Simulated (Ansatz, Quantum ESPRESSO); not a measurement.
# MgSi3 (Fm-3m): zone-centre phonons

Wanted: the vibrations of MgSi3 (Fm-3m) at Γ, by two programs.

Program: Quantum ESPRESSO 7.5. Level of theory: DFT PBE, scalar-relativistic, plane waves, PseudoDojo norm-conserving pseudopotentials. Results are calculated unless marked as measured.

The structure was built from a prototype and need not be the compound's stable phase.

### 1. Set-up

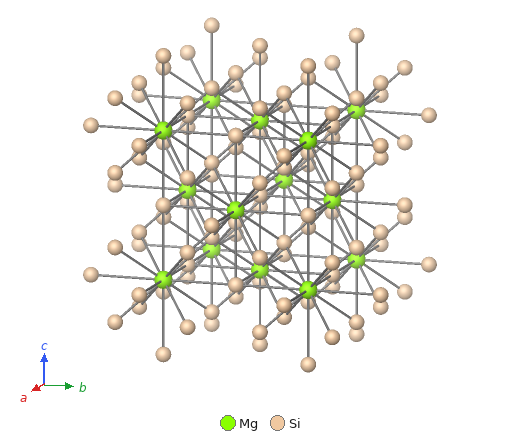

The starting structure, seen slightly off an axis (magnesium green, silicon light orange). This picture shows the conventional cell, with its axes. Some periodic images of atoms are drawn too.

Coordinates:

```cif
data_structure
_symmetry_space_group_name_H-M 'Fm-3m'
_symmetry_Int_Tables_number 225
_cell_length_a 6.3917
_cell_length_b 6.3917
_cell_length_c 6.3917
_cell_angle_alpha 90.000
_cell_angle_beta 90.000
_cell_angle_gamma 90.000
_cell_volume 261.12
loop_
_atom_site_label
_atom_site_type_symbol
_atom_site_symmetry_multiplicity
_atom_site_Wyckoff_symbol
_atom_site_fract_x
_atom_site_fract_y
_atom_site_fract_z
_atom_site_occupancy
Mg1 Mg 4 a 0.00000 0.00000 0.00000 1
Si1 Si 4 b 0.00000 0.50000 0.00000 1
Si2 Si 8 c 0.75000 0.25000 0.75000 1
```

### 2. A probe with smearing

A cheap run with smearing and empty bands tells whether the crystal has a gap, which decides between fixed occupations and smearing later on.

probe.in

```
 &control
    calculation='scf',
    prefix='x',
    outdir='./tmp',
    pseudo_dir='./pseudo',
    tprnfor=.true.,
    tstress=.true.,
    verbosity='high',
 /
 &system
    ibrav=0,
    nat=4,
    ntyp=2,
    ecutwfc=84.0,
    occupations='smearing',
    smearing='gaussian',
    degauss=0.01,
 /
 &electrons
    conv_thr=1.0d-07,
    mixing_beta=0.7,
    electron_maxstep=100,
 /
ATOMIC_SPECIES
 Mg     24.3050  Mg.upf
 Si     28.0850  Si.upf
CELL_PARAMETERS angstrom
    -3.195827900    0.000000000    3.195827900
     0.000000000    3.195827900    3.195827900
    -3.195827900    3.195827900    0.000000000
ATOMIC_POSITIONS crystal
 Mg     0.000000000   0.000000000   0.000000000
 Si     0.500000000   0.500000000   0.500000000
 Si     0.750000000   0.750000000   0.750000000
 Si     0.250000000   0.250000000   0.250000000
K_POINTS automatic
 6 6 6 0 0 0
```

The run is started by

```bash
> OMP_NUM_THREADS=1 mpirun -n 4 pw.x -nk 4 -in probe.in > probe.out
```

The log of the run:

```text
[banners, grids, parts of the stress and lines that vanish by symmetry left out]
Program PWSCF v.7.5
     Message from routine setup:
     using ibrav=0 with symmetry is DISCOURAGED, use correct ibrav instead
[...]
kinetic-energy cutoff     =      84.0000  Ry
     charge density cutoff     =     336.0000  Ry
     scf convergence threshold =      1.0E-07
[...]
Exchange-correlation= PBE
                           (   1   4   3   4   0   0   0)
[...]
48 Sym. Ops., with inversion, found
[...]
(     0          1          0      )
                  (     0          0          1      )
[...]
(  0.0000000  1.0000000  0.0000000 )
                  ( -0.0000000 -0.0000000  1.0000000 )
[...]
(     1          0         -1      )
                  (     0          0         -1      )
[...]
(     0          1          0      )
[...]
( -1.0000000  0.0000000  0.0000000 )
                  (  0.0000000  1.0000000 -0.0000000 )
[...]
number of k points=    16  Gaussian smearing, width (Ry)=  0.0100
[...]
End of self-consistent calculation
[...]
the Fermi energy is     9.1657 ev
!    total energy              =    -144.06238622 Ry
[...]
convergence has been achieved in   6 iterations
[...]
atom    1 type  1   force =    -0.00000000   -0.00000000   -0.00000000
     atom    2 type  2   force =    -0.00000000   -0.00000000   -0.00000000
     atom    3 type  2   force =    -0.00000000    0.00000000    0.00000000
     atom    4 type  2   force =     0.00000000   -0.00000000   -0.00000000
[...]
Total force =     0.000000     Total SCF correction =     0.000000
[...]
total   stress  (Ry/bohr**3)                   (kbar)     P=       -4.61
[...]
XML data file, charge density, pseudopotentials, collected wavefunctions

   JOB DONE.
```

Run time: 6.7 s. Hardware: 4 MPI ranks of Arm Neoverse V1, shared host.

This step gave:

* volume per atom: 16.32 Å³
* pressure: -0.461 GPa
* gap on the k-mesh: 0 eV

No gap opens on this mesh, so smearing is kept; the start stands at -0.46 GPa.

### 3. Relaxation

The relaxation runs at a cutoff a fifth above that of the response, since stress converges more slowly with the basis than frequencies do. Forces and stress are brought to rest with tight thresholds.

relax.in

```
 &control
    calculation='vc-relax',
    prefix='x',
    outdir='./tmp',
    pseudo_dir='./pseudo',
    tprnfor=.true.,
    tstress=.true.,
    forc_conv_thr=2.0d-05,
    etot_conv_thr=1.0d-07,
    nstep=40,
 /
 &system
    ibrav=0,
    nat=4,
    ntyp=2,
    ecutwfc=101,
    occupations='smearing',
    smearing='mv',
    degauss=0.02,
 /
 &electrons
    conv_thr=1.0d-11,
    mixing_beta=0.7,
    electron_maxstep=100,
 /
 &ions
 /
 &cell
    press_conv_thr=0.2,
 /
ATOMIC_SPECIES
 Mg     24.3050  Mg.upf
 Si     28.0850  Si.upf
CELL_PARAMETERS angstrom
    -3.195827900    0.000000000    3.195827900
     0.000000000    3.195827900    3.195827900
    -3.195827900    3.195827900    0.000000000
ATOMIC_POSITIONS crystal
 Mg     0.000000000   0.000000000   0.000000000
 Si     0.500000000   0.500000000   0.500000000
 Si     0.750000000   0.750000000   0.750000000
 Si     0.250000000   0.250000000   0.250000000
K_POINTS automatic
 8 8 8 0 0 0
```

The run is started by

```bash
> OMP_NUM_THREADS=1 mpirun -n 4 pw.x -nk 4 -in relax.in > relax.out
```

The log of the run:

```text
[banners, grids, parts of the stress and lines that vanish by symmetry left out]
[banner, memory and clock lines left out]
Program PWSCF v.7.5

[...]
kinetic-energy cutoff     =     101.0000  Ry
     charge density cutoff     =     404.0000  Ry
     scf convergence threshold =      1.0E-11
[...]
energy convergence thresh.=      1.0E-07
     force convergence thresh. =      2.0E-05
     press convergence thresh. =      2.0E-01
     Exchange-correlation= PBE
                           (   1   4   3   4   0   0   0)
[...]
48 Sym. Ops., with inversion, found
[...]
number of k points=    29  Marzari-Vanderbilt smearing, width (Ry)=  0.0200
[...]
End of self-consistent calculation
[...]
the Fermi energy is     9.0539 ev
!    total energy              =    -144.05703976 Ry
[...]
convergence has been achieved in   9 iterations
[...]
atom    1 type  1   force =     0.00000000   -0.00000000    0.00000000
     atom    2 type  2   force =    -0.00000000    0.00000000    0.00000000
     atom    3 type  2   force =    -0.00000000   -0.00000000    0.00000000
     atom    4 type  2   force =     0.00000000    0.00000000    0.00000000
     Total force =     0.000000     Total SCF correction =     0.000000
[...]
total   stress  (Ry/bohr**3)                   (kbar)     P=        2.20
[...]
number of bfgs steps    =   0
[...]
CELL_PARAMETERS (angstrom)
[...]
ATOMIC_POSITIONS (crystal)
Mg               0.0000000000       -0.0000000000       -0.0000000000
Si               0.5000000000        0.5000000000        0.5000000000
Si               0.7500000000        0.7500000000        0.7500000000
Si               0.2500000000        0.2500000000        0.2500000000
[...]
New effective cutoffs (rho, wfc):  403.44  100.91
[...]
End of self-consistent calculation
[...]
the Fermi energy is     9.0400 ev
!    total energy              =    -144.05704588 Ry
[...]
convergence has been achieved in   4 iterations
[...]
atom    1 type  1   force =    -0.00000000   -0.00000000   -0.00000000
     atom    2 type  2   force =    -0.00000000   -0.00000000   -0.00000000
     atom    3 type  2   force =     0.00000000   -0.00000000    0.00000000
     atom    4 type  2   force =     0.00000000    0.00000000    0.00000000
     Total force =     0.000000     Total SCF correction =     0.000000
[...]
total   stress  (Ry/bohr**3)                   (kbar)     P=        1.45
[...]
number of bfgs steps    =   1
[...]
CELL_PARAMETERS (angstrom)
[...]
ATOMIC_POSITIONS (crystal)
[...]
New effective cutoffs (rho, wfc):  403.11  100.83
[...]
End of self-consistent calculation
[...]
the Fermi energy is     9.0247 ev
!    total energy              =    -144.05704971 Ry
[...]
convergence has been achieved in   6 iterations
[...]
atom    1 type  1   force =    -0.00000000    0.00000000   -0.00000000
     atom    2 type  2   force =    -0.00000000   -0.00000000    0.00000000
     atom    3 type  2   force =     0.00000000   -0.00000000    0.00000000
     atom    4 type  2   force =     0.00000000    0.00000000    0.00000000
     Total force =     0.000000     Total SCF correction =     0.000000
[...]
total   stress  (Ry/bohr**3)                   (kbar)     P=        0.63
[...]
number of bfgs steps    =   2
[...]
CELL_PARAMETERS (angstrom)
[...]
ATOMIC_POSITIONS (crystal)
[...]
New effective cutoffs (rho, wfc):  402.86  100.76
[...]
End of self-consistent calculation
[...]
the Fermi energy is     9.0130 ev
!    total energy              =    -144.05705061 Ry
[...]
convergence has been achieved in   5 iterations
[...]
atom    1 type  1   force =    -0.00000000    0.00000000   -0.00000000
     atom    2 type  2   force =    -0.00000000   -0.00000000    0.00000000
     atom    3 type  2   force =     0.00000000    0.00000000    0.00000000
     atom    4 type  2   force =     0.00000000    0.00000000    0.00000000
     Total force =     0.000000     Total SCF correction =     0.000000
[...]
total   stress  (Ry/bohr**3)                   (kbar)     P=        0.00
[...]
number of bfgs steps    =   3
[...]
small trust_radius: resetting bfgs history
[...]
CELL_PARAMETERS (angstrom)
[...]
ATOMIC_POSITIONS (crystal)
[...]
New effective cutoffs (rho, wfc):  402.86  100.76
[...]
End of self-consistent calculation
[...]
the Fermi energy is     9.0130 ev
!    total energy              =    -144.05705061 Ry
[...]
convergence has been achieved in   1 iterations
[...]
atom    1 type  1   force =     0.00000000    0.00000000    0.00000000
     atom    2 type  2   force =    -0.00000000    0.00000000   -0.00000000
     atom    3 type  2   force =     0.00000000    0.00000000    0.00000000
     atom    4 type  2   force =    -0.00000000   -0.00000000   -0.00000000
     Total force =     0.000000     Total SCF correction =     0.000000
[...]
total   stress  (Ry/bohr**3)                   (kbar)     P=        0.00
[...]
bfgs converged in   5 scf cycles and   4 bfgs steps
[...]
End of BFGS Geometry Optimization
     Final enthalpy           =    -144.0570506083 Ry
     File ./tmp/x.bfgs deleted, as requested
[...]
CELL_PARAMETERS (angstrom)
[...]
ATOMIC_POSITIONS (crystal)
[...]
Si               0.7500000000        0.7500000000        0.7500000000
Si               0.2500000000        0.2500000000        0.2500000000
[...]
Final scf calculation at the relaxed structure.
[...]
kinetic-energy cutoff     =     101.0000  Ry
     charge density cutoff     =     404.0000  Ry
     scf convergence threshold =      1.0E-13
[...]
press convergence thresh. =      2.0E-01
     Exchange-correlation= PBE
                           (   1   4   3   4   0   0   0)
[...]
48 Sym. Ops., with inversion, found
[...]
number of k points=    29  Marzari-Vanderbilt smearing, width (Ry)=  0.0200
[...]
c_bands:  1 eigenvalues not converged
     c_bands:  2 eigenvalues not converged
[...]
End of self-consistent calculation
[...]
the Fermi energy is     9.0130 ev
!    total energy              =    -144.05705099 Ry
[...]
convergence has been achieved in  10 iterations
[...]
atom    1 type  1   force =    -0.00000000   -0.00000000   -0.00000000
     atom    2 type  2   force =     0.00000000    0.00000000   -0.00000000
     atom    3 type  2   force =     0.00000000    0.00000000    0.00000000
     atom    4 type  2   force =     0.00000000    0.00000000    0.00000000
     Total force =     0.000000     Total SCF correction =     0.000000
[...]
total   stress  (Ry/bohr**3)                   (kbar)     P=        0.00
[...]
XML data file, charge density, pseudopotentials, collected wavefunctions
```

Run time: 84 s. Hardware: 4 MPI ranks.

The steps of the relaxation:

```
step  energy less that of the first step (eV)  largest force (eV/Å)  pressure (GPa)  volume (Å³)
   1                                   0.0000                0.0000            0.22        65.28
   2                                  -0.0001                0.0000            0.14        65.35
   3                                  -0.0001                0.0000            0.06        65.43
   4                                  -0.0001                0.0000            0.00        65.50
   5                                  -0.0001                0.0000            0.00        65.50
   6                                  -0.0002                0.0000            0.00        65.50
```

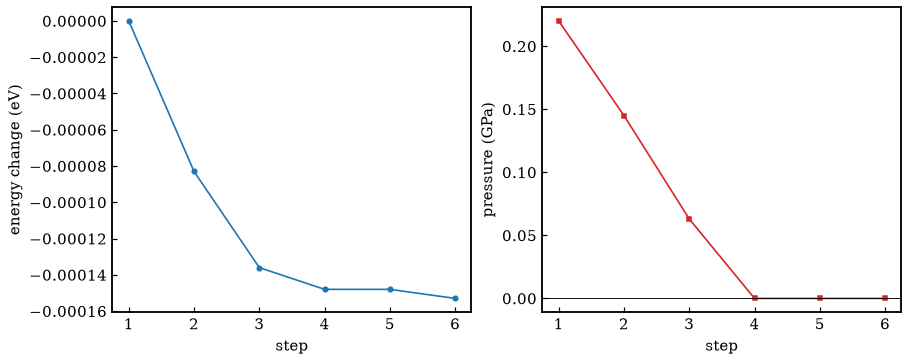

Energy and pressure along the relaxation.

| conventional cell, symmetrised | before | after | change |
| --- | --- | --- | --- |
| a (Å) | 6.392 | 6.399 | +0.1 % |
| b (Å) | 6.392 | 6.399 | +0.1 % |
| c (Å) | 6.392 | 6.399 | +0.1 % |
| volume (Å³/atom) | 16.32 | 16.37 | +0.3 % |

Final coordinates:

```xyz
4
Lattice="-3.1993 0.0000 3.1993 0.0000 3.1993 3.1993 -3.1993 3.1993 0.0000" Properties=species:S:1:pos:R:3 pbc="T T T"
Mg    0.0000    0.0000    0.0000
Si   -3.1993    3.1993    3.1993
Si   -4.7990    4.7990    4.7990
Si   -1.5997    1.5997    1.5997
```

The last row of the table of steps is pw.x's closing run on a basis chosen anew for the final cell, so its energy can jump.

Numbers from this step:

```yaml
volume_per_atom: 16.37 Å³
pressure: 0 GPa
```

The volume changes by +0.3 % from the cell with which this run began.

### 4. Ground state

Perturbation theory inherits every error of the wavefunctions, so the threshold is set near the limit of the arithmetic. Smearing stays on, as the first look found no gap above 0.3 eV.

scf.in

```
 &control
    calculation='scf',
    prefix='x',
    outdir='./tmp',
    pseudo_dir='./pseudo',
    tprnfor=.true.,
    tstress=.true.,
 /
 &system
    ibrav=0,
    nat=4,
    ntyp=2,
    ecutwfc=84.0,
    occupations='smearing',
    smearing='mv',
    degauss=0.02,
 /
 &electrons
    conv_thr=1.0d-12,
    mixing_beta=0.7,
    electron_maxstep=100,
 /
ATOMIC_SPECIES
 Mg     24.3050  Mg.upf
 Si     28.0850  Si.upf
CELL_PARAMETERS angstrom
    -3.199343505    0.000000000    3.199343505
     0.000000000    3.199343505    3.199343505
    -3.199343505    3.199343505    0.000000000
ATOMIC_POSITIONS crystal
 Mg     0.000000000   0.000000000   0.000000000
 Si     0.500000000   0.500000000   0.500000000
 Si     0.750000000   0.750000000   0.750000000
 Si     0.250000000   0.250000000   0.250000000
K_POINTS automatic
 8 8 8 0 0 0
```

The run is started by

```bash
> OMP_NUM_THREADS=1 mpirun -n 4 pw.x -nk 4 -in scf.in > scf.out
```

The log of the run:

```text
[banners, grids, parts of the stress and lines that vanish by symmetry left out]
[banner, memory and clock lines left out]
Program PWSCF v.7.5

[...]
kinetic-energy cutoff     =      84.0000  Ry
     charge density cutoff     =     336.0000  Ry
     scf convergence threshold =      1.0E-12
[...]
Exchange-correlation= PBE
                           (   1   4   3   4   0   0   0)
[...]
48 Sym. Ops., with inversion, found
[...]
number of k points=    29  Marzari-Vanderbilt smearing, width (Ry)=  0.0200
[...]
End of self-consistent calculation
[...]
the Fermi energy is     9.0131 ev
!    total energy              =    -144.05701057 Ry
[...]
convergence has been achieved in  10 iterations
[...]
atom    1 type  1   force =     0.00000000    0.00000000    0.00000000
     atom    2 type  2   force =    -0.00000000    0.00000000   -0.00000000
     atom    3 type  2   force =     0.00000000    0.00000000    0.00000000
     atom    4 type  2   force =    -0.00000000   -0.00000000   -0.00000000
     Total force =     0.000000     Total SCF correction =     0.000000
[...]
total   stress  (Ry/bohr**3)                   (kbar)     P=       -0.07
[...]
XML data file, charge density, pseudopotentials, collected wavefunctions
```

Elapsed: 17 s, on 4 MPI ranks.

This step gave:

| Property | Result |
| --- | --- |
| pressure | -0.007000 GPa |

The cell stands at -0.0070 GPa, close enough for phonons.

[end of part 1 of 3]

[Host names and launcher messages were left out of these logs when they were recorded.]

[Logs are printed without paths, hosts, clocks, repeated set-up lines and the standing remarks that a program may print on its own settings, such as how far it seeks lower states.]

[Hosts, paths, dates, database ids (printed as entryN), source tags and the programs' standing remarks are cut or masked in the printed files.]
